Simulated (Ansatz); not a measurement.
# F− with BCl3: structure and interaction energy

Aim: relax the pair, then compute its interaction energy with counterpoise at many levels, up to CCSD(T).

The runs use Ansatz 0.2.0, Gaussian basis; PBE0-D4 structure, single points in def2-TZVPPD.

Levels: PBE-D4, revPBE-D4, BLYP-D4, r2SCAN-D4, B97M-V, PBE0-D4, B3LYP-D4, HSE06-D4, wB97X-V, wB97M-V, B2PLYP, Hartree-Fock, MP2, CCSD, CCSD(T). The reference is CCSD(T) extrapolated to the basis limit.

Correlated methods freeze the cores. B3LYP uses VWN-RPA correlation. B2PLYP carries no dispersion term here.

163 further runs of the same task are left out: 163 set aside as unsound or not needed. Runs told in other sessions of the task aren't counted.

**1. Starting geometry**

The pair, from a GFN2-xTB docking trial: 5 atoms, charge -1, spin multiplicity 1.

Atoms are counted from 1 here; the program's logs count them from 0.

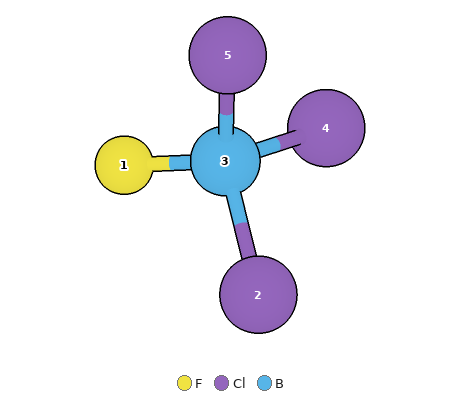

The starting geometry (fluorine yellow, chlorine purple, boron blue); atoms are numbered from 1 in the order of the file.

Coordinates:

```tsv
atom	x (Å)	y (Å)	z (Å)
F1	-0.1383	0.0728	-1.4559
Cl2	-1.1217	1.2628	0.7001
B3	-0.0085	0.0023	-0.0962
Cl4	-0.4835	-1.6986	0.4762
Cl5	1.7520	0.3607	0.3757
```

Atoms 1 to 1 are fragment A (F−), the rest fragment B (BCl3).

**2. A first relaxation in a small basis**

pre/in.yaml

```yaml
crystal:
  periodic: [false, false, false]
  atoms:
    - {symbol: F, position_ang: [-0.138300, 0.072800, -1.455900]}
    - {symbol: Cl, position_ang: [-1.121700, 1.262800, 0.700100]}
    - {symbol: B, position_ang: [-0.008500, 0.002300, -0.096200]}
    - {symbol: Cl, position_ang: [-0.483500, -1.698600, 0.476200]}
    - {symbol: Cl, position_ang: [1.752000, 0.360700, 0.375700]}
basis:
  gaussian: {orbitals: def2-SVPD}
total_charge: -1
hamiltonian: {xc: pbe, dispersion: d4}
relax: {f_tol: 0.03, max_steps: 250}
```

Started as:

```
$ ansatz run in.yaml --threads 4 --pin off --events-out ev --progress --plain --max-ram 9574MiB
```

Standard output, shortened:

```text
Functional definition: PBE
  name "PBE"
  cite "Perdew, Burke & Ernzerhof, Phys. Rev. Lett. 77, 3865 (1996) doi:10.1103/PhysRevLett.77.3865"
  parent pbe
[...]
1172 factors; their error is unknown
[...]
mean field -40936.13211613 eV, -1504.3751077608 hartree, gradient 5.6e-5 eV, S^2 0.000000; 0 other end points of the search recorded, 0 dependent functions left out
[...]
reference -40936.13215496 eV, -1504.3751091877 hartree; 33, 33 occupied and 91, 91 virtual orbitals, 1172 factors
relax step   1: F+E_penalty+E_count = -40936.32276305 eV  Δ(F+E_penalty+E_count) = +0.000e0 eV  max|allowed force component| = 9.015e-1 eV/Å  Δτ_max = 0.0000 Å  (24 SCF iters, accepted)
[...]
reference -40936.18725467 eV, -1504.3771340649 hartree; 33, 33 occupied and 91, 91 virtual orbitals, 1172 factors
Total energy: -40936.37524312 eV, -1504.3840425131 hartree
Atom 0 at    -0.141372     0.078378    -1.483091 Å, force     0.000508    -0.000562     0.003160 eV/Å
Atom 1 at    -1.147103     1.285199     0.713376 Å, force    -0.000068    -0.000049     0.000457 eV/Å
Atom 2 at    -0.010122     0.005577    -0.106501 Å, force    -0.000686     0.000808    -0.003977 eV/Å
Atom 3 at    -0.489687    -1.730789     0.491349 Å, force     0.000571     0.000409     0.000126 eV/Å
Atom 4 at     1.788283     0.361635     0.384767 Å, force    -0.000324    -0.000606     0.000234 eV/Å
Dipole moment:     0.000430    -0.000270     0.004284 e Å
```

It took 5.5 s on 4 threads of Intel Xeon Platinum 8259CL at 2.50GHz, shared host.

Relaxation path:

```tsv
step	energy from step 1 (eV)	largest force component (eV/Å)
1	0.0000	0.9015
2	-0.0419	0.3293
3	-0.0521	0.0998
4	-0.0524	0.0040
```

Distances of close pairs at the start and the end, largest changes first:

```tsv
bond	before (Å)	after (Å)	change (Å)
B3–Cl4	1.856	1.898	+0.042
B3–Cl5	1.858	1.898	+0.040
Cl2–B3	1.861	1.898	+0.037
F1–B3	1.368	1.385	+0.017
```

**3. Relaxation at PBE0-D4**

relax/in.yaml

```yaml
crystal:
  periodic: [false, false, false]
  atoms:
    - {symbol: F, position_ang: [-0.141372, 0.078378, -1.483091]}
    - {symbol: Cl, position_ang: [-1.147103, 1.285199, 0.713376]}
    - {symbol: B, position_ang: [-0.010122, 0.005577, -0.106501]}
    - {symbol: Cl, position_ang: [-0.489687, -1.730789, 0.491349]}
    - {symbol: Cl, position_ang: [1.788283, 0.361635, 0.384767]}
basis:
  gaussian: {orbitals: def2-TZVPD}
total_charge: -1
hamiltonian: {xc: pbe0, dispersion: d4}
relax: {f_tol: 0.005, max_steps: 200}
```

Started as:

```
$ ansatz run in.yaml --threads 4 --pin off --events-out ev --progress --plain --max-ram 9574MiB
```

Standard output, shortened:

```text
Functional definition: PBE0
  name "PBE0"
  cite "Adamo & Barone, J. Chem. Phys. 110, 6158 (1999) doi:10.1063/1.478522"
[... 2 set-up lines as earlier in the session ...]
[...]
1286 factors; their error is unknown
[...]
mean field -40955.40727515 eV, -1505.0834567896 hartree, gradient 5.0e-6 eV, S^2 0.000000; 0 other end points of the search recorded, 0 dependent functions left out
[...]
Atom 1 at    -1.135266     1.271924     0.706163 Å, force     0.000027    -0.000033     0.000037 eV/Å
Atom 2 at    -0.010240     0.005675    -0.107433 Å, force    -0.000008     0.000027     0.000110 eV/Å
Atom 3 at    -0.484528    -1.712871     0.486424 Å, force     0.000032     0.000064     0.000002 eV/Å
Atom 4 at     1.769791     0.357800     0.380950 Å, force    -0.000056    -0.000028     0.000016 eV/Å
Dipole moment:     0.000649    -0.000360     0.006831 e Å
```

Wall time 22 s (4 threads of Intel Xeon Platinum 8259CL at 2.50GHz, shared host); peak memory 0.69 GiB.

Relaxation path:

```tsv
step	energy from step 1 (eV)	largest force component (eV/Å)
1	0.0000	0.7139
2	-0.0149	0.2982
3	-0.0175	0.0120
4	-0.0175	0.0104
5	-0.0175	0.0002
```

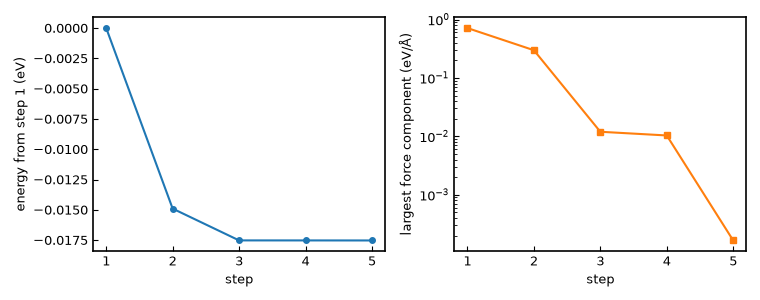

Energy and largest force along the relaxation.

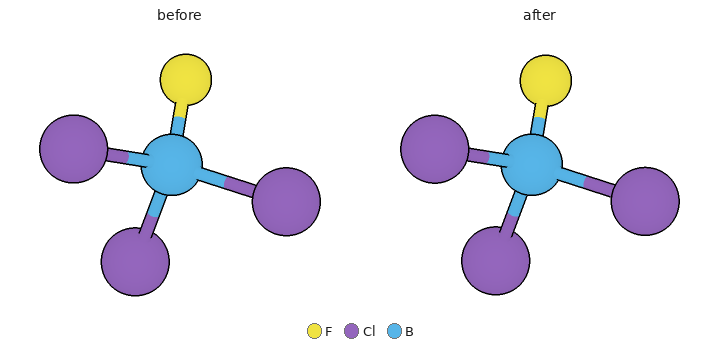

The geometry before (left) and after (right).

Close pairs (by a distance rule), those that changed most:

```tsv
bond	before (Å)	after (Å)	change (Å)
B3–Cl5	1.898	1.879	-0.019
B3–Cl4	1.898	1.879	-0.019
Cl2–B3	1.898	1.879	-0.019
F1–B3	1.385	1.367	-0.018
```

The shortest distance between the fragments is F1–B3, 1.37 Å.

Counterpoise needs three runs a level at this geometry: the pair (ab), and each fragment in the basis of the whole pair, with ghost atoms in place of the other (a, b).

**4. wB97X-V/def2-TZVPPD**

ab/in.yaml

```yaml
crystal:
  periodic: [false, false, false]
  atoms:
    - {symbol: F, position_ang: [-0.139758, 0.077472, -1.466203]}
    - {symbol: Cl, position_ang: [-1.135266, 1.271924, 0.706163]}
    - {symbol: B, position_ang: [-0.010240, 0.005675, -0.107433]}
    - {symbol: Cl, position_ang: [-0.484528, -1.712871, 0.486424]}
    - {symbol: Cl, position_ang: [1.769791, 0.357800, 0.380950]}
basis:
  gaussian: {orbitals: "def2-TZVPPD.json"}
total_charge: -1
hamiltonian: {xc: {name: wB97X-V}}
```

a/in.yaml

```yaml
crystal:
  periodic: [false, false, false]
  atoms:
    - {symbol: F, position_ang: [-0.139758, 0.077472, -1.466203]}
basis:
  gaussian:
    orbitals: "def2-TZVPPD.json"
    ghost_atoms:
      - {symbol: Cl, position_ang: [-1.135266, 1.271924, 0.706163]}
      - {symbol: B, position_ang: [-0.010240, 0.005675, -0.107433]}
      - {symbol: Cl, position_ang: [-0.484528, -1.712871, 0.486424]}
      - {symbol: Cl, position_ang: [1.769791, 0.357800, 0.380950]}
total_charge: -1
hamiltonian: {xc: {name: wB97X-V}}
```

b/in.yaml

```yaml
crystal:
  periodic: [false, false, false]
  atoms:
    - {symbol: Cl, position_ang: [-1.135266, 1.271924, 0.706163]}
    - {symbol: B, position_ang: [-0.010240, 0.005675, -0.107433]}
    - {symbol: Cl, position_ang: [-0.484528, -1.712871, 0.486424]}
    - {symbol: Cl, position_ang: [1.769791, 0.357800, 0.380950]}
basis:
  gaussian:
    orbitals: "def2-TZVPPD.json"
    ghost_atoms:
      - {symbol: F, position_ang: [-0.139758, 0.077472, -1.466203]}
hamiltonian: {xc: {name: wB97X-V}}
```

The basis file named in the input lies beside it (Basis Set Exchange, JSON).

Each run has its own folder and the same command.

Started as:

```
$ ansatz run in.yaml --threads 4 --pin off --events-out ev --progress --plain --max-ram 9574MiB
```

ab printed, shortened:

```text
Functional definition: wB97X-V
  name "wB97X-V"
  cite "Mardirossian & Head-Gordon, Phys. Chem. Chem. Phys. 16, 9904 (2014) doi:10.1039/C3CP54374A"
  cite "Becke, J. Chem. Phys. 107, 8554 (1997) doi:10.1063/1.475007"
  cite "Vydrov & Van Voorhis, J. Chem. Phys. 133, 244103 (2010) doi:10.1063/1.3521275"
[...]
      + integral(e_c_pw_opposite_spin*poly(b97_u_opposite, cos0, cos1)) + vv10(b, c)
1343 factors; their error is unknown
278 factors; integrals over basis functions are off by at most 2.8e-5 eV
[...]
mean field -40964.66591281 eV, -1505.4237054479 hartree, gradient 1.8e-5 eV, S^2 0.000000; 0 other end points of the search recorded, 0 dependent functions left out
reference -40964.66590973 eV, -1505.4237053347 hartree; 33, 33 occupied and 197, 197 virtual orbitals, 1343 factors
Total energy: -40964.66590973 eV, -1505.4237053347 hartree
```

Log of a, shortened:

```text
[... 5 set-up lines as earlier in the session ...]
[...]
      + integral(e_c_pw_opposite_spin*poly(b97_u_opposite, cos0, cos1)) + vv10(b, c)
1307 factors; their error is unknown
265 factors; integrals over basis functions are off by at most 3.4e-5 eV
[...]
mean field -2717.31139728 eV, -99.8593519903 hartree, gradient 4.8e-5 eV, S^2 0.000000; 0 other end points of the search recorded, 0 dependent functions left out
reference -2717.31139412 eV, -99.8593518742 hartree; 5, 5 occupied and 225, 225 virtual orbitals, 1307 factors
Total energy: -2717.31139412 eV, -99.8593518742 hartree
```

Log of b, shortened:

```text
[... 5 set-up lines as earlier in the session ...]
[...]
      + integral(e_c_pw_opposite_spin*poly(b97_u_opposite, cos0, cos1)) + vv10(b, c)
1338 factors; their error is unknown
281 factors; integrals over basis functions are off by at most 3.3e-5 eV
[...]
mean field -38241.36910137 eV, -1405.3443935445 hartree, gradient 2.9e-5 eV, S^2 0.000000; 0 other end points of the search recorded, 0 dependent functions left out
reference -38241.36909797 eV, -1405.3443934194 hartree; 28, 28 occupied and 202, 202 virtual orbitals, 1338 factors
Total energy: -38241.36909797 eV, -1405.3443934194 hartree
```

They took 6 s (ab), 4.2 s (a), 6 s (b) on 4 threads of Intel Xeon Platinum 8259CL at 2.50GHz, shared host; peak memory 0.67 GiB.

Interaction energy, ab − a − b: -5985 meV.

**5. wB97M-V/def2-TZVPPD**

Each input of step 4 (ab, a, b) changes in the same lines:

```diff
-hamiltonian: {xc: {name: wB97X-V}}
+hamiltonian: {xc: {name: wB97M-V}}
```

The same command starts each run, in its folder.

Started as:

```
$ ansatz run in.yaml --threads 4 --pin off --events-out ev --progress --plain --max-ram 9574MiB
```

Output in ab, shortened:

```text
Functional definition: wB97M-V
  name "wB97M-V"
  cite "Mardirossian & Head-Gordon, J. Chem. Phys. 144, 214110 (2016) doi:10.1063/1.4952647"
[... 2 set-up lines as earlier in the session ...]
  # Of w^i u^j: cxij and so on, Table III.
[...]
  gx(w, u) = 1 - cx + cx01*u + cx10*w
[...]
      + integral(e_c_pw_mod_opposite_spin*gos(b97_w_opposite, b97_u_opposite)) + vv10(b, c)
1343 factors; their error is unknown
278 factors; integrals over basis functions are off by at most 2.8e-5 eV
[...]
mean field -40968.74903621 eV, -1505.5737574652 hartree, gradient 1.9e-5 eV, S^2 0.000000; 0 other end points of the search recorded, 0 dependent functions left out
reference -40968.74910884 eV, -1505.5737601342 hartree; 33, 33 occupied and 197, 197 virtual orbitals, 1343 factors
Total energy: -40968.74910884 eV, -1505.5737601342 hartree
```

a printed, shortened:

```text
[... 5 set-up lines as earlier in the session ...]
  # Of w^i u^j: cxij and so on, Table III.
[...]
  gx(w, u) = 1 - cx + cx01*u + cx10*w
[...]
      + integral(e_c_pw_mod_opposite_spin*gos(b97_w_opposite, b97_u_opposite)) + vv10(b, c)
1307 factors; their error is unknown
265 factors; integrals over basis functions are off by at most 3.4e-5 eV
[...]
mean field -2717.60513952 eV, -99.8701468183 hartree, gradient 1.2e-5 eV, S^2 0.000000; 0 other end points of the search recorded, 0 dependent functions left out
reference -2717.60522297 eV, -99.8701498851 hartree; 5, 5 occupied and 225, 225 virtual orbitals, 1307 factors
Total energy: -2717.60522297 eV, -99.8701498851 hartree
```

b printed, shortened:

```text
[... 5 set-up lines as earlier in the session ...]
  # Of w^i u^j: cxij and so on, Table III.
[...]
  gx(w, u) = 1 - cx + cx01*u + cx10*w
[...]
      + integral(e_c_pw_mod_opposite_spin*gos(b97_w_opposite, b97_u_opposite)) + vv10(b, c)
1338 factors; their error is unknown
281 factors; integrals over basis functions are off by at most 3.3e-5 eV
[...]
mean field -38245.20119175 eV, -1405.4852202682 hartree, gradient 5.3e-6 eV, S^2 0.000000; 0 other end points of the search recorded, 0 dependent functions left out
reference -38245.20128010 eV, -1405.4852235153 hartree; 28, 28 occupied and 202, 202 virtual orbitals, 1338 factors
Total energy: -38245.20128010 eV, -1405.4852235153 hartree
```

Times: 6.5 s (ab), 4 s (a), 6.5 s (b) on 4 threads of Intel Xeon Platinum 8259CL at 2.50GHz, shared host; peak memory 0.69 GiB.

Interaction energy, ab − a − b: -5943 meV.

**6. B2PLYP/def2-TZVPPD**

The same edit goes into each in.yaml of step 5 (ab, a, b):

```diff
-hamiltonian: {xc: {name: wB97M-V}}
+hamiltonian: {xc: {name: B2PLYP}}
```

Each run has its own folder and the same command.

Started as:

```
$ ansatz run in.yaml --threads 4 --pin off --events-out ev --progress --plain --max-ram 9574MiB
```

Log of ab, shortened:

```text
Functional definition: B2PLYP
  name "B2PLYP"
  cite "Grimme, J. Chem. Phys. 124, 034108 (2006) doi:10.1063/1.2148954"
  cite "Becke, Phys. Rev. A 38, 3098 (1988) doi:10.1103/PhysRevA.38.3098"
  cite "Lee, Yang & Parr, Phys. Rev. B 37, 785 (1988) doi:10.1103/PhysRevB.37.785"
[...]
1392 factors; integrals over basis functions are off by at most 1.4e-3 eV
[...]
mean field -40950.31147563 eV, -1504.8961896112 hartree, gradient 3.1e-6 eV, S^2 0.000000; 0 other end points of the search recorded, 0 dependent functions left out
17 core orbitals not correlated: weight in the atoms' cores, before any rotation towards them, 1.000 or more for the frozen orbitals, at most 0.000 for the correlated occupied ones
reference -40950.31164484 eV, -1504.8961958297 hartree; 16, 16 occupied and 197, 197 virtual orbitals, 1392 factors
second order -31.02938160 eV of doubles, -0.00000000 eV of singles
Total energy: -40958.68957787 eV, -1505.2040791899 hartree
```

Output in a, shortened:

```text
[... 5 set-up lines as earlier in the session ...]
[...]
1395 factors; integrals over basis functions are off by at most 1.4e-3 eV
[...]
mean field -2714.40759642 eV, -99.7526392767 hartree, gradient 2.4e-6 eV, S^2 0.000000; 2 other end points of the search recorded, 0 dependent functions left out
1 core orbitals not correlated: weight in the atoms' cores, before any rotation towards them, 1.000 or more for the frozen orbitals, at most 0.000 for the correlated occupied ones
reference -2714.40774934 eV, -99.7526448967 hartree; 4, 4 occupied and 225, 225 virtual orbitals, 1395 factors
second order -9.51867222 eV of doubles, -0.00000000 eV of singles
Total energy: -2716.97779084 eV, -99.8470921797 hartree
```

Output in b, shortened:

```text
[... 5 set-up lines as earlier in the session ...]
[...]
1387 factors; integrals over basis functions are off by at most 1.4e-3 eV
[...]
mean field -38229.91668620 eV, -1404.9235250495 hartree, gradient 2.4e-6 eV, S^2 0.000000; 0 other end points of the search recorded, 0 dependent functions left out
16 core orbitals not correlated: weight in the atoms' cores, before any rotation towards them, 1.000 or more for the frozen orbitals, at most 0.000 for the correlated occupied ones
reference -38229.91687172 eV, -1404.9235318673 hartree; 12, 12 occupied and 202, 202 virtual orbitals, 1387 factors
second order -22.54546185 eV of doubles, -0.00000000 eV of singles
Total energy: -38236.00414642 eV, -1405.1472350865 hartree
```

Times: 5.5 s (ab), 7 s (a), 4.8 s (b) on 4 threads of Intel Xeon Platinum 8259CL at 2.50GHz, shared host; peak memory 0.65 GiB.

E(ab) − E(a) − E(b) = -5708 meV.

**7. B97M-V/def2-TZVPPD**

The same edit goes into each in.yaml of step 6 (ab, a, b):

```diff
-hamiltonian: {xc: {name: B2PLYP}}
+hamiltonian: {xc: {name: B97M-V}}
```

The same command starts each run, in its folder.

Started as:

```
$ ansatz run in.yaml --threads 4 --pin off --events-out ev --progress --plain --max-ram 9574MiB
```

Log of ab, shortened:

```text
Functional definition: B97M-V
  name "B97M-V"
  cite "Mardirossian & Head-Gordon, J. Chem. Phys. 142, 074111 (2015) doi:10.1063/1.4907719"
[... 2 set-up lines as earlier in the session ...]
  # Of w^i u^j: cxij and so on, Table III.
[...]
  gx(w, u) = cx00 + cx01*u + cx02*u^2 + (cx10 + cx11*u)*w
[...]
  gos(w, u) = cos00 + cos01*u + cos03*u^3 + cos10*w + cos32*w^3*u^2
[...]
      + integral(e_c_pw_mod_opposite_spin*gos(b97_w_opposite, b97_u_opposite)) + vv10(b, c)
1334 factors; their error is unknown
[...]
mean field -40960.87801658 eV, -1505.2845028289 hartree, gradient 7.1e-5 eV, S^2 0.000000; 0 other end points of the search recorded, 0 dependent functions left out
reference -40960.87810729 eV, -1505.2845061625 hartree; 33, 33 occupied and 197, 197 virtual orbitals, 1334 factors
Total energy: -40960.87810729 eV, -1505.2845061625 hartree
```

a printed, shortened:

```text
[... 5 set-up lines as earlier in the session ...]
  # Of w^i u^j: cxij and so on, Table III.
[...]
  gx(w, u) = cx00 + cx01*u + cx02*u^2 + (cx10 + cx11*u)*w
[...]
  gos(w, u) = cos00 + cos01*u + cos03*u^3 + cos10*w + cos32*w^3*u^2
[...]
      + integral(e_c_pw_mod_opposite_spin*gos(b97_w_opposite, b97_u_opposite)) + vv10(b, c)
1307 factors; their error is unknown
[...]
mean field -2717.17036787 eV, -99.8541692549 hartree, gradient 2.6e-5 eV, S^2 0.000000; 0 other end points of the search recorded, 0 dependent functions left out
reference -2717.17050074 eV, -99.8541741378 hartree; 5, 5 occupied and 225, 225 virtual orbitals, 1307 factors
Total energy: -2717.17050074 eV, -99.8541741378 hartree
```

b printed, shortened:

```text
[... 5 set-up lines as earlier in the session ...]
  # Of w^i u^j: cxij and so on, Table III.
[...]
  gx(w, u) = cx00 + cx01*u + cx02*u^2 + (cx10 + cx11*u)*w
[...]
  gos(w, u) = cos00 + cos01*u + cos03*u^3 + cos10*w + cos32*w^3*u^2
[...]
      + integral(e_c_pw_mod_opposite_spin*gos(b97_w_opposite, b97_u_opposite)) + vv10(b, c)
1329 factors; their error is unknown
[...]
mean field -38237.77927686 eV, -1405.2124699270 hartree, gradient 7.7e-6 eV, S^2 0.000000; 0 other end points of the search recorded, 0 dependent functions left out
reference -38237.77937527 eV, -1405.2124735435 hartree; 28, 28 occupied and 202, 202 virtual orbitals, 1329 factors
Total energy: -38237.77937527 eV, -1405.2124735435 hartree
```

Times: 5.5 s (ab), 3.4 s (a), 5 s (b) on 4 threads of Intel Xeon Platinum 8259CL at 2.50GHz, shared host.

Interaction energy, ab − a − b: -5928 meV.

**8. CCSD(T)/def2-TZVPPD**

The same edit goes into each in.yaml of step 7 (ab, a, b):

```diff
-hamiltonian: {xc: {name: B97M-V}}
+correlation: {method: ccsd_t}
```

Each run has its own folder and the same command.

Started as:

```
$ ansatz run in.yaml --threads 4 --pin off --events-out ev --progress --plain --max-ram 9574MiB
```

Log of ab, shortened:

```text
Functional definition: HF
  name "HF"
  cite "Fock, Z. Phys. 61, 126 (1930) doi:10.1007/BF01340294"
[... 1 set-up line as earlier in the session ...]
[...]
1392 factors; integrals over basis functions are off by at most 1.4e-3 eV
[...]
mean field -40897.78832363 eV, -1502.9659993768 hartree, gradient 1.3e-6 eV, S^2 0.000000; 0 other end points of the search recorded, 0 dependent functions left out
17 core orbitals not correlated: weight in the atoms' cores, before any rotation towards them, 1.000 or more for the frozen orbitals, at most 0.000 for the correlated occupied ones
reference -40897.78832363 eV, -1502.9659993768 hartree; 16, 16 occupied and 197, 197 virtual orbitals, 1392 factors
second order -25.70022305 eV of doubles, -0.00000000 eV of singles
cycle   1  -26.23715278 eV  change   -5.4e-1 eV  update   9.7e-2
[...]
cycle   9  -26.83910979 eV  change   -9.0e-6 eV  update   1.2e-5
perturbative correction -1.13050599 eV, -0.0415453287 hartree
Total energy: -40925.75793941 eV, -1503.9938637981 hartree
```

Log of a, shortened:

```text
[... 4 set-up lines as earlier in the session ...]
[...]
1395 factors; integrals over basis functions are off by at most 1.4e-3 eV
[...]
mean field -2706.33313993 eV, -99.4559084740 hartree, gradient 6.3e-7 eV, S^2 0.000000; 0 other end points of the search recorded, 0 dependent functions left out
1 core orbitals not correlated: weight in the atoms' cores, before any rotation towards them, 1.000 or more for the frozen orbitals, at most 0.000 for the correlated occupied ones
reference -2706.33313993 eV, -99.4559084740 hartree; 4, 4 occupied and 225, 225 virtual orbitals, 1395 factors
second order -7.89598240 eV of doubles, -0.00000000 eV of singles
cycle   1  -7.48869681 eV  change    4.1e-1 eV  update   9.9e-2
[...]
cycle  14  -7.73610557 eV  change   -5.7e-6 eV  update   3.5e-6
perturbative correction -0.26688611 eV, -0.0098078837 hartree
Total energy: -2714.33613161 eV, -99.7500129935 hartree
```

b printed, shortened:

```text
[... 4 set-up lines as earlier in the session ...]
[...]
1387 factors; integrals over basis functions are off by at most 1.4e-3 eV
[...]
mean field -38185.18309894 eV, -1403.2795960394 hartree, gradient 8.2e-6 eV, S^2 0.000000; 0 other end points of the search recorded, 0 dependent functions left out
16 core orbitals not correlated: weight in the atoms' cores, before any rotation towards them, 1.000 or more for the frozen orbitals, at most 0.000 for the correlated occupied ones
reference -38185.18309894 eV, -1403.2795960394 hartree; 12, 12 occupied and 202, 202 virtual orbitals, 1387 factors
second order -18.26967529 eV of doubles, -0.00000000 eV of singles
cycle   1  -18.96081508 eV  change   -6.9e-1 eV  update   1.0e-1
[...]
cycle  10  -19.48722373 eV  change    1.4e-5 eV  update   1.1e-5
perturbative correction -0.98211951 eV, -0.0360922264 hartree
Total energy: -38205.65244218 eV, -1404.0318305289 hartree
```

Wall times: 28 s (ab), 12 s (a), 20 s (b) on 4 threads of Intel Xeon Platinum 8259CL at 2.50GHz, shared host; peak memory 2.6 GiB.

E(ab) − E(a) − E(b) = -5769 meV.

[end of part 1 of 2]
